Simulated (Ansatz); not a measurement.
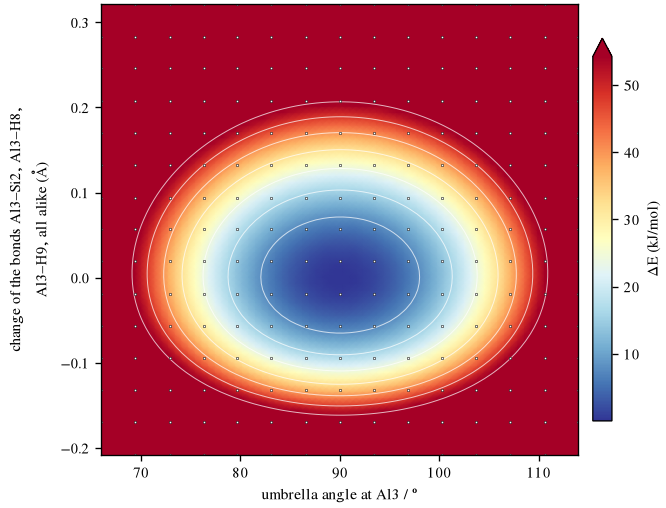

CH₆AlSi, SMILES C[SiH+][AlH2], charge +1. 
- First axis: umbrella angle at Al3 (between each of its bonds and their common axis; 90 is planar). Second axis: change of the bonds Al3–Si2, Al3–H8, Al3–H9, all alike.
- Nothing is relaxed (all other coordinates rigid).
- The scan uses a 15 × 15 grid.
- Points are written as (first, second).
- Energies are in kJ/mol, from the relaxed molecule at the same level.
- The calculation used Ansatz, RKS PBE0-D4/def2-TZVP.

In the figure: a smooth colour map with a few white contour lines, dots at the grid points, one colour for all values above the top of the scale. Between grid points the surface is interpolated.

Estimate the position of the minimum and the force constants in these coordinates.

Answer. The interpolated minimum is at the first coordinate ≈ 90.0°, the second coordinate ≈ 0.000 Å. The curvatures there are about 8.5 eV/rad² and 36 eV/Å², with a cross term of about 0 eV/(rad·Å). Round the minimum the two coordinates are nearly uncoupled. (1 eV is 96.5 kJ/mol.)
